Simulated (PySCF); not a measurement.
# Gd(P5)F2: how tightly the ligands are held

Aim: take one ligand of each kind off Gd(P5)F2, with both parts rigid, and scan its distance from the metal. The species was built from a template and needn't be a known compound.

Method: TPSS, Gd lcecp-1-SVP with ECP53, P def2-SVP, F def2-SVP; scalar-relativistic core potentials, no spin–orbit coupling; program: PySCF 2.14.0.

5 further runs of the same task are left out: 2 for a known fault of the program, 1 that didn't finish, 2 set aside as unsound or not needed.

## (1) The system as given

8 atoms, charge 0, spin multiplicity 1.

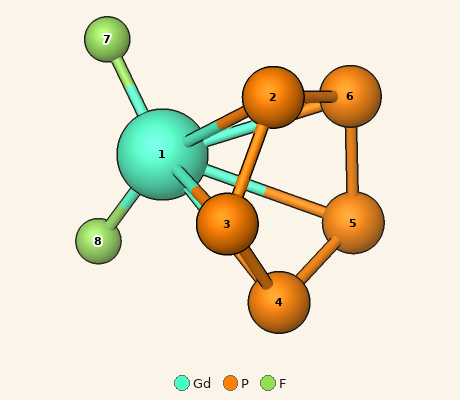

The structure; gadolinium teal, phosphorus orange, fluorine green; atoms are numbered from 1 in the order of the file.

Coordinates:

```
Gd    0.0031   -0.0042   -1.0391
P     1.7499    0.5194    1.6051
P     0.0382    1.8116    1.5767
P    -1.7306    0.6017    1.6173
P    -1.1066   -1.4425    1.5934
P     1.0389   -1.4955    1.5964
F     1.6316   -0.2404   -2.2216
F    -1.6452    0.2413   -2.1921
```

Formal oxidation states: Gd +3. Each metal's 7 4f electrons lie in its core potential, so multiplicities, spins and levels count the valence alone. An earlier session relaxed this geometry at TPSS, Gd lcecp-1-SVP with ECP53, P def2-SVP, F def2-SVP (singlet, point group C1).

## (2) P5 taken off

The ligand (atoms 2, 3, 4, 5, 6) keeps its formal charge and a closed shell where it can; ligand and rest are solved at the complex's geometry, in vacuum, with the settings of the relaxation.

| part | charge | state | energy (Eh) |
| --- | --- | --- | --- |
| complex | 0 | singlet | -1942.082891 |
| ligand | -1 | singlet | -1706.483587 |
| rest | 1 | singlet | -235.350629 |

Wall time 0.7 s (4 threads of Intel Xeon 6975P-C (Granite Rapids), shared host).

## (3) Rigid scan of P5

Atoms 2, 3, 4, 5, 6 move together along the line from atom 1; the distance is to the donor, the donors' midpoint or the ring centre. Each point starts from the density of the one before.

| distance (Å) | energy from the relaxed point (eV) |
| --- | --- |
| 2.34 | 0.333 |
| 2.44 | 0.136 |
| 2.54 | 0.031 |
| 2.64 | 0.000 |
| 2.74 | 0.026 |
| 2.84 | 0.097 |
| 3.04 | 0.331 |
| 3.34 | 0.803 |
| 3.74 | 1.481 |
| 4.24 | 2.244 |

Run time: 38 s. Hardware: 4 threads of Intel Xeon 6975P-C (Granite Rapids), shared host.

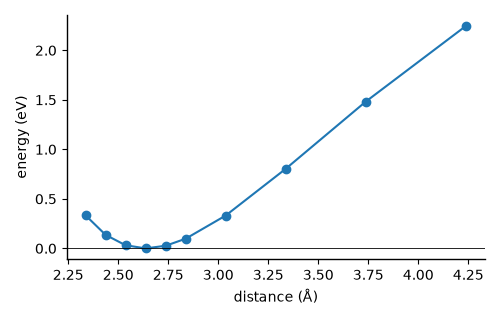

Energy along the rigid scan of P5.

## (4) F taken off

The ligand (atom 7) keeps its formal charge and a closed shell where it can; ligand and rest are solved at the complex's geometry, in vacuum, with the settings of the relaxation.

| part | charge | state | energy (Eh) |
| --- | --- | --- | --- |
| complex | 0 | singlet | -1942.082891 |
| ligand | -1 | singlet | -99.687300 |
| rest | 1 | singlet | -1841.959992 |

Wall time 5.7 s (4 threads of Intel Xeon 6975P-C (Granite Rapids), shared host).

## (5) Rigid scan of F

Atom 7 moves along the line from atom 1; the distance is to the donor, the donors' midpoint or the ring centre. Each point starts from the density of the one before.

| distance (Å) | energy from the relaxed point (eV) |
| --- | --- |
| 1.73 | 1.484 |
| 1.83 | 0.562 |
| 1.93 | 0.121 |
| 2.03 | 0.000 |
| 2.13 | 0.089 |
| 2.23 | 0.310 |
| 2.43 | 0.957 |
| 2.73 | 2.062 |
| 3.13 | 3.373 |
| 3.63 | 4.524 |

Wall time 57 s (4 threads of Intel Xeon 6975P-C (Granite Rapids), shared host).

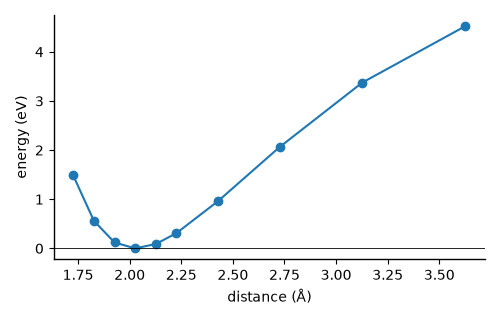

Energy along the rigid scan of F.

## (6) What came out

```
                   quantity       value
              taking off P5     6.77 eV
stiffness of the P5 contact   5.8 eV/Å²
               taking off F    11.85 eV
 stiffness of the F contact  20.9 eV/Å²
```

What this shows: Taking off P5 as a fragment of charge -1 costs 6.77 eV, much of it the attraction of the two charges. Near 2.64 Å the P5 contact has a stiffness of about 5.8 eV/Å², and the energy stands 2.24 eV higher at 4.24 Å. Taking off F as a fragment of charge -1 costs 11.85 eV, much of it the attraction of the two charges. Near 2.03 Å the F contact has a stiffness of about 20.9 eV/Å², and the energy stands 4.52 eV higher at 3.63 Å. The free anion is solved without diffuse functions, no counterpoise correction is made, and the parts aren't relaxed; each of these makes the binding look larger. The bases are small and lack diffuse functions. Spin–orbit coupling is left out.
